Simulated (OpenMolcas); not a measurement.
**ClF (chlorine monofluoride): a chain of runs**

We compute a series of 11 runs (HF/ANO-RCC-MB, CASSCF(6,4)/ANO-RCC-VTZP, RASSCF(6,8)/ANO-RCC-VTZP, CASPT2[IPEA 0](6,4)/ANO-RCC-VTZP, CASPT2(6,4)/ANO-RCC-VTZP, SC-NEVPT2(6,4)/ANO-RCC-VTZP, MC-PDFT[ftrevPBE](6,4)/ANO-RCC-VTZP) of ClF (chlorine monofluoride). 

The calculation is run with OpenMolcas 26.06.

1 further run of the same task is left out (set aside as unsound or not needed).

### 1 The system as given

ClF: 2 atoms, total charge 0, spin state singlet. As SMILES, `FCl`. Geometry: relaxed at PBE0-D4/def2-TZVP.

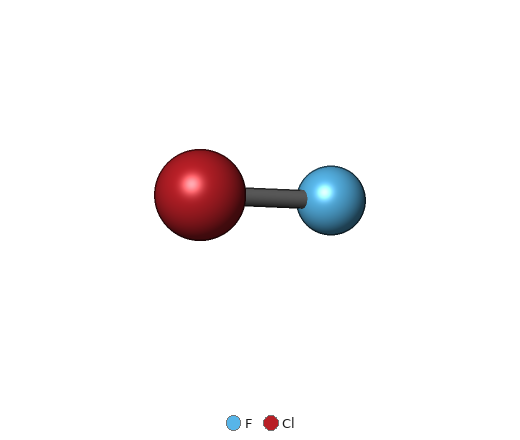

Viewed from a chosen angle; fluorine blue, chlorine red.

### 2 A single-point energy at HF/ANO-RCC-MB (DKH2) (run 1)

File step1.input:

```
>>> EXPORT MOLCAS_PRINT=2
&GATEWAY
BasisSet
F.ANO-RCC-MB....
F1 0.000000 0.000000 0.031290 angstrom
End of Basis
BasisSet
Cl.ANO-RCC-MB....
Cl2 0.000000 0.000000 1.650960 angstrom
End of Basis
&SEWARD
Relativistic = R02E00
&SCF
PrOrbitals = 0
```

Command:

```bash
$ export MOLCAS_MEM=1860
$ pymolcas step1.input > step1.log
```

Output:

```text
--- Start Module: gateway ---
[...]
--- Stop Module: gateway /rc=_RC_ALL_IS_WELL_ ---
--- Start Module: seward ---
[...]
      Basis functions           14
--- Stop Module: seward /rc=_RC_ALL_IS_WELL_ ---
--- Start Module: scf ---
[...]
       Convergence after   7 Iterations
[...]
::    Total SCF energy                               -560.3090669770
[...]
      Total spin, S                                     0.0000000000
[...]
      Total electronic charge=   26.000000
      Total            charge=   -0.000000
[...]
      Dipole Moment (debye):
      Origin of the operator (angstrom)=    0.0000    0.0000    1.0808
                   X=  5.4175E-14               Y=  8.2460E-14               Z=  9.8072E-01           Total=  9.8072E-01
      Quadrupole Moment (debye*angstrom):
[...]
--- Stop Module: scf /rc=_RC_ALL_IS_WELL_ ---
[...]
```

Wall time 1.5 s (1 thread of Arm Neoverse V2, shared host); peak memory 0.37 GiB.

### 3 The vertical excitations at CASSCF(6,4)/ANO-RCC-VTZP (DKH2, RICD fitting, 3 states averaged) (run 2)

File step2.input:

```
* ClF CASSCF
&GATEWAY
BasisSet
F.ANO-RCC-MB....
F1 0.000000 0.000000 0.031290 angstrom
End of Basis
BasisSet
Cl.ANO-RCC-MB....
Cl2 0.000000 0.000000 1.650960 angstrom
End of Basis
&SEWARD
Relativistic = R02E00
&RASSCF
FileOrb = $CurrDir/step1.ScfOrb
Spin = 1
Nactel = 6 0 0
Inactive = 10
Ras2 = 4
CIRoot = 3 3 1
OrbListing = Nothing
>>> COPY $Project.RunFile RUNFIL1
>>> COPY $Project.RasOrb INPORB
&GATEWAY
BasisSet
F.ANO-RCC-VTZP....
F1 0.000000 0.000000 0.031290 angstrom
End of Basis
BasisSet
Cl.ANO-RCC-VTZP....
Cl2 0.000000 0.000000 1.650960 angstrom
End of Basis
RICD
&SEWARD
Relativistic = R02E00
>>> COPY $Project.RunFile RUNFIL2
&EXPBAS
&RASSCF
FileOrb = $Project.ExpOrb
Spin = 1
Nactel = 6 0 0
Inactive = 10
Ras2 = 4
CIRoot = 3 3 1
OrbListing = Nothing
OrbAppear = Compact
```

Command:

```bash
$ export MOLCAS_MEM=1860
$ pymolcas step2.input > step2.log
```

Output:

```text
[...]
      Basis functions           14
[...]
      Number of active orbitals                  4
[...]
      Spin quantum number                      0.0
[...]
      Active orbitals                            4
[...]
      Number of CSFs                            10
[...]
      Number of root(s) required                 3
[...]
      Convergence after 10 iterations
[...]
      Natural orbitals and occupation numbers for root  1
      sym 1:   1.923403   1.998418   1.998418   0.079761
      Natural orbitals and occupation numbers for root  2
      sym 1:   2.000000   2.000000   1.000000   1.000000
      Natural orbitals and occupation numbers for root  3
      sym 1:   2.000000   1.000000   2.000000   1.000000
      ************************************************************************************************************************
      *                                                    Final results                                                     *
[...]
::    RASSCF root number  1 Total energy:   -560.34762694
::    RASSCF root number  2 Total energy:   -560.13404166
::    RASSCF root number  3 Total energy:   -560.13404166
[...]
      Basis functions           64
[...]
      Convergence after 15 iterations
[...]
      Natural orbitals and occupation numbers for root  1
      sym 1:   1.958351   1.995930   1.995930   0.049789
      Natural orbitals and occupation numbers for root  2
      sym 1:   2.000000   2.000000   1.000000   1.000000
      Natural orbitals and occupation numbers for root  3
      sym 1:   2.000000   1.000000   2.000000   1.000000
[...]
::    RASSCF root number  1 Total energy:   -560.43287697
::    RASSCF root number  2 Total energy:   -560.23822301
::    RASSCF root number  3 Total energy:   -560.23822301
[...]
      Total electronic charge=   26.000000
      Total            charge=   -0.000000
[...]
```

It took 7.5 s on 1 thread of Arm Neoverse V2, shared host; peak memory 0.37 GiB.

The roots found:

| excited state | energy (eV) |
| --- | --- |
| 1 | 5.297 |
| 2 | 5.297 |

Run 3 isn't shown in full; the table further down has it.

### 4 The excited states at RASSCF(6,8)/ANO-RCC-VTZP (DKH2, RICD fitting, 3 states averaged) (run 4)

File step4.input:

```
* ClF RASSCF

&GATEWAY
 BasisSet
 F.ANO-RCC-VTZP....
 F1 0.000000 0.000000 0.031290 angstrom
 End of Basis
 BasisSet
 Cl.ANO-RCC-VTZP....
 Cl2 0.000000 0.000000 1.650960 angstrom
 End of Basis
 RICD

&SEWARD
 Relativistic=R02E00

&RASSCF
 FileOrb=$CurrDir/step2.RasOrb
 Spin=1
 Nactel=6 2 2
 Inactive=10
 Ras1=2
 Ras2=2
 Ras3=4
 CIRoot=3 3 1
 OrbListing=Nothing
 OrbAppear=Compact
```

Command:

```bash
$ export MOLCAS_MEM=1860
$ pymolcas step4.input > step4.log
```

Output:

```text
--- Start Module: gateway ---

                                              &GATEWAY

                       available to each process: 1.9 GB of memory, 1 thread

++    Symmetry information:
      ---------------------

                    Character Table for C1

                             E
                    a        1  x, y, xy, Rz, z, xz, Ry, yz, Rx, I
--

++    Basis set information:
      ----------------------

      Basis set label: F.ANO-RCC...4S3P2D1F.

[... 99 lines left out ...]
      Nuclear repulsion energy =   49.98803041
[... 91 lines left out ...]
      conf/sym  11111111     Coeff  Weight
[... 23 lines left out ...]
      Natural orbitals and occupation numbers for root  1
[... 29 lines left out ...]
::    RASSCF root number  1 Total energy:   -560.48125383
[... 168 lines left out ...]
      Von Neumann Entropy (Root   3) =  1.19558
[... 88 lines left out ...]
      Spin density orbitals for root   3 are written to the SPDORB.3 file
[... 1 line left out ...]
--- Stop Module: rasscf /rc=_RC_NOT_CONVERGED_ ---
           step4.RasOrb.3 step4.rasscf.h5 step4.SpdOrb.1 step4.SpdOrb.2 step4.SpdOrb.3 xmldump
--- Module rasscf spent 56 seconds ---

.#######################.
.# Convergence problem #.
.#######################.

    Timing: Wall=58.92 User=41.88 System=16.31
```

It took 59 s on 1 thread of Arm Neoverse V2, shared host.

The run stopped without converging.

Runs 5 to 10 aren't shown in full; the table further down has their settings and results.

### 5 A geometry optimisation at CASSCF(6,4)/ANO-RCC-VTZP (DKH2, RICD fitting) (run 11)

File step11.input:

```
* ClF CASSCF

&GATEWAY
  BASISSET
  F.ANO-RCC-VTZP....
  F1 0.000000 0.000000 0.031290 angstrom
  End of Basis
  BASISSET
  Cl.ANO-RCC-VTZP....
  Cl2 0.000000 0.000000 1.650960 angstrom
  End of Basis
  RICD
>>> COPY $CurrDir/step2.RasOrb $Project.RasOrb
>>> EXPORT MOLCAS_MAXITER=40
>>> Do While

&SEWARD
  RELATIVISTIC
  R02E00

&RASSCF
  FILEORB
  $Project.RasOrb
  SPIN
  1
  NACTEL
  6 0 0
  INACTIVE
  10
  RAS2
  4
  ORBLISTING
  Nothing
  ORBAPPEAR
  Compact

&SLAPAF
>>> EndDo
```

Command:

```bash
$ export MOLCAS_MEM=1860
$ pymolcas step11.input > step11.log
```

Output:

```text
[...]
      Basis functions           64
[...]
      Number of active orbitals                  4
[...]
      Spin quantum number                      0.0
[...]
      Active orbitals                            4
[...]
      Number of CSFs                            10
[...]
      Number of root(s) required                 1
[...]
      Convergence after 17 iterations
[...]
      printout of CI-coefficients larger than  0.05 for root  1
      energy=    -560.447605
      conf/sym  1111     Coeff  Weight
             1  2220  -0.98623 0.97265
            10  0222   0.16193 0.02622
      Natural orbitals and occupation numbers for root  1
      sym 1:   1.947558   1.998867   1.998867   0.054709
      ************************************************************************************************************************
      *                                                    Final results                                                     *
[...]
::    RASSCF root number  1 Total energy:   -560.44760534
[...]
      Convergence after  4 iterations
[...]
      Natural orbitals and occupation numbers for root  1
      sym 1:   1.936635   1.998660   1.998660   0.066045
      ************************************************************************************************************************
      *                                                    Final results                                                     *
[...]
::    RASSCF root number  1 Total energy:   -560.44835765
[...]
      Total electronic charge=   26.000000
      Total            charge=   -0.000000
[...]
      Dipole Moment (debye):
      Origin of the operator (angstrom)=    0.0000    0.0000    1.0869
                   X= -6.3589E-08               Y=  5.0041E-07               Z=  8.1390E-01           Total=  8.1390E-01
      Quadrupole Moment (debye*angstrom):
[...]
```

Run time: 22 s. Hardware: 1 thread of Arm Neoverse V2, shared host.

Steps, from the record of the run:

| step | energy from the first frame kept (eV) | largest force (eV/Å) |
| --- | --- | --- |
| 0 | 0.0000 | 1.0310 |
| 1 | -0.0110 | 0.6830 |
| 2 | -0.0203 | 0.0776 |
| 3 | -0.0205 | 0.0008 |

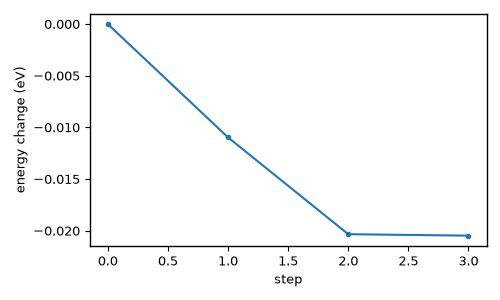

Energy along the run.

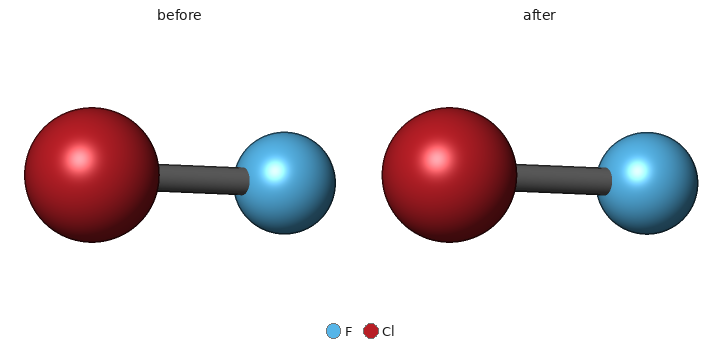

Before and after, at one scale.

After the run. Bond lengths: F1–Cl2 1.661 Å.

### 6 The series

| run | level | start basis | integral approximation | energy (Eh) | dipole moment (D) of the reference | wall time |
| --- | --- | --- | --- | --- | --- | --- |
| 1 | HF/ANO-RCC-MB (DKH2) | – | none | -560.309067 | 0.98 | 1.5 s |
| 2 | CASSCF(6,4)/ANO-RCC-VTZP (DKH2, RICD fitting, 3 states averaged) | ANO-RCC-MB | RICD | -560.432877 | 0.95 | 7.5 s |
| 3 | CASSCF(6,4)/ANO-RCC-VTZP (DKH2, RICD fitting, 3 states averaged, second multiplicity 3, second roots 1) | – | RICD | crashed | – | 6.9 s |
| 4 | RASSCF(6,8)/ANO-RCC-VTZP (DKH2, RICD fitting, 3 states averaged) | – | RICD | not converged | – | 59 s |
| 5 | CASPT2[IPEA 0](6,4)/ANO-RCC-VTZP (DKH2, RICD fitting, ipea shift 0 Eh, pt2 variant SS, 3 states averaged) | – | RICD | -560.862309 | 0.94 | 5.7 s |
| 6 | CASPT2[IPEA 0](6,4)/ANO-RCC-VTZP (DKH2, RICD fitting, casscf thresholds set, ipea shift 0 Eh, pt2 variant MS, 3 states averaged) | – | RICD | -560.862253 | 0.94 | 5.4 s |
| 7 | CASPT2(6,4)/ANO-RCC-VTZP (DKH2, RICD fitting, ipea shift 0.25 Eh, pt2 variant XDW, 3 states averaged, weight exponent 50) | – | RICD | -560.861941 | 0.94 | 6 s |
| 8 | SC-NEVPT2(6,4)/ANO-RCC-VTZP (DKH2, RICD fitting, pt2 variant QD-SC-NEVPT2, 3 states averaged) | – | RICD | -560.857590 | 0.94 | 5.4 s |
| 9 | MC-PDFT[ftrevPBE](6,4)/ANO-RCC-VTZP (DKH2, RICD fitting, 3 states averaged) | – | RICD | -561.528820 | – | 5.7 s |
| 10 | CASSCF(6,4)/ANO-RCC-VTZP (DKH2, RICD fitting, 3 states averaged) | – | RICD | -560.432919 | 0.94 | 4.8 s |
| 11 | CASSCF(6,4)/ANO-RCC-VTZP (DKH2, RICD fitting) | – | RICD | -560.448358 | 0.81 | 22 s |

### 7 Results

| quantity | value |
| --- | --- |
| run 11, CASSCF(6,4)/ANO-RCC-VTZP: total energy at the end | -560.44836 Eh |
| run 11, CASSCF(6,4)/ANO-RCC-VTZP: dipole moment (CASSCF density) | 0.81 D |
| run 11, CASSCF(6,4)/ANO-RCC-VTZP: bond length | 1.661 Å |

**Reading.** In run 1 the basis is minimal, so the values are rough. All runs together took 2.2 min, the longest 59 s. 2 of the 11 runs did not end normally.
